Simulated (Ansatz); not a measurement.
Input file:

```
crystal:
  periodic: [false, false, false]
  atoms:
    - {symbol: Al, position_ang: [-0.044099, 0.313453, -0.153878]}
    - {symbol: O, position_ang: [-1.674026, 0.401027, 0.345501]}
    - {symbol: O, position_ang: [1.146895, 0.595075, 1.069559]}
    - {symbol: O, position_ang: [0.629396, -1.537911, -0.217758]}
    - {symbol: O, position_ang: [0.371163, 0.656121, -1.793733]}
    - {symbol: Si, position_ang: [0.572764, 1.587489, -3.125389]}
    - {symbol: H, position_ang: [-2.419663, 0.439675, -0.253125]}
    - {symbol: H, position_ang: [1.020524, 1.181759, 1.815270]}
    - {symbol: H, position_ang: [1.298997, -1.408045, 0.481469]}
    - {symbol: H, position_ang: [1.107187, -1.630931, -1.055006]}
    - {symbol: H, position_ang: [1.498857, 2.735270, -2.865340]}
    - {symbol: H, position_ang: [1.152502, 0.768112, -4.236614]}
    - {symbol: H, position_ang: [-0.731748, 2.149711, -3.603127]}
basis:
  gaussian:
    orbitals: def2-SVPD
magnetization:
  spin_polarized: false
  initial_magnetization: 0
hamiltonian:
  xc: pbe0
output: {forces: true, orbitals: {seedname: orbitals}}
```

Launched as:

```sh
ansatz run input.yaml --threads 2 --pin off --max-ram 6090MiB --events-out events.jsonl --progress --plain --runs-dir runs
```

Geometry: PBE0-D4/def2-SVP.

Method: isolated molecule in a Gaussian basis; Kohn-Sham density functional theory, functional PBE0 in Ansatz 0.2.0.

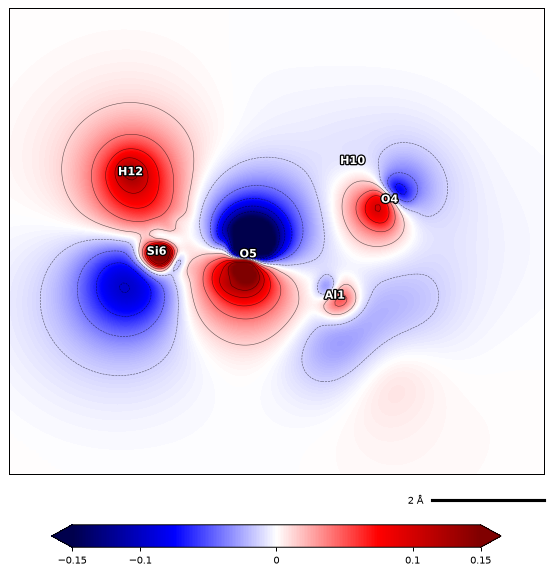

AlH₇O₄Si (SMILES [OH][Al-]([OH])([OH2+])[O][SiH3]). The HOMO on the plane of atoms O4, Al1 and O5 (values in Å⁻³ᐟ²; the overall sign is arbitrary).

Where does this orbital lie, and at what energy?

It lies mainly on O5 (about 35 %), Si6 (about 20 %), H13 (about 15 %), H11 (about 10 %), O2 (about 10 %) and O3 (about 5 %). Its energy is −8.30 eV.
